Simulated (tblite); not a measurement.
# Run report: C₅H₈OSe (charge +1), frequency calculation

- system: C₅H₈OSe, charge +1, multiplicity 2
- method: GFN2-xTB harmonic vibrations, gas phase (tblite 0.8.0)

It belongs to a series of runs on one base structure; here: electron removed.

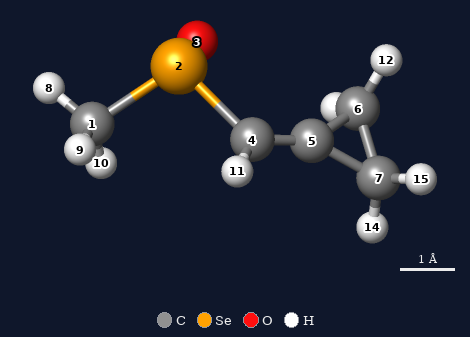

*The structure as given in the input (ball-and-stick view, seen at a tilt; atoms are numbered from 1 in the order of the input).*

The input:
```
{"job": {"kind": "ir", "xc": "GFN2-xTB", "basis": "xTB"}, "charge": 1, "multiplicity": 2}
C      2.924253    -0.372702    -0.577773
Se     1.523785    -0.215915     0.776348
O      0.873859    -1.649207     0.868250
C      0.170447     0.910829    -0.149805
C     -1.069503     0.524670    -0.159770
C     -2.092871    -0.438045     0.277906
C     -2.445198     0.631559    -0.705228
H      3.700662    -1.018600    -0.167152
H      3.333533     0.606035    -0.808713
H      2.485270    -0.847075    -1.455858
H      0.593944     1.827053    -0.529241
H     -2.443449    -0.361844     1.297941
H     -1.962526    -1.458442    -0.062490
H     -2.573366     0.381606    -1.749512
H     -3.023254     1.488069    -0.382472
```

The first line tells a small driver script what to run in tblite; the rest is the geometry in Å.

Command:
```bash
OMP_NUM_THREADS=1 python <driver script> task.json out
```

Output:
```
mode    cm-1     km/mol
  1      51.4      3.44
  2      92.2      6.93
  3     107.0      1.91
  4     117.5      1.42
  5     191.1      0.62
  6     236.0      7.29
  7     253.6     13.64
  8     290.9      4.09
  9     339.5      1.75
 10     521.5      4.83
 11     541.1     20.86
 12     664.4     61.40
 13     743.4      8.63
 14     808.7     23.92
 15     813.9     19.78
 16     836.4     28.73
 17     860.8     24.59
 18     864.7     75.17
 19     882.5     33.42
 20     943.0      8.47
 21    1023.1     33.07
 22    1043.7      0.24
 23    1058.2     18.58
 24    1104.2      0.17
 25    1176.6     11.16
 26    1253.8      4.97
 27    1355.9     25.69
 28    1363.3     23.85
 29    1381.7     22.90
 30    1408.0      7.58
 31    1731.7     78.78
 32    2985.0     28.18
 33    2998.6     12.86
 34    3046.3      5.34
 35    3047.0     46.59
 36    3054.9     18.75
 37    3060.4     24.43
 38    3076.8      6.44
 39    3088.0      4.56
```

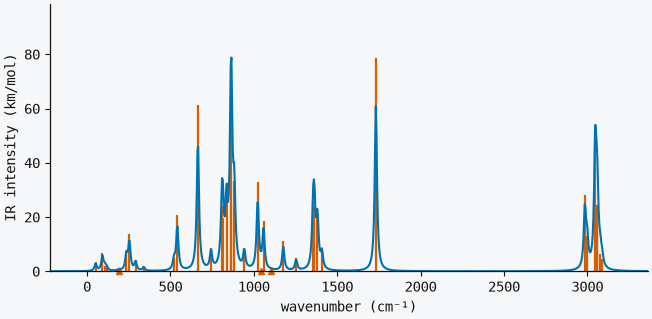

*Harmonic infrared spectrum, unscaled: sticks (degenerate modes added up, dark ones marked on the axis) with a Lorentzian envelope of 16 cm⁻¹ full width, scaled to the tallest stick.*

39 modes from 51 to 3088 cm⁻¹, none imaginary. The strongest line is at 1732 cm⁻¹ (79 km/mol).

Results in brief:

```tsv
quantity	value
outcome	converged
total energy	−583.4841 eV
zero-point energy	69.2160 kcal/mol
hardware	1 CPU thread, shared host
peak memory	0.18 GiB
```
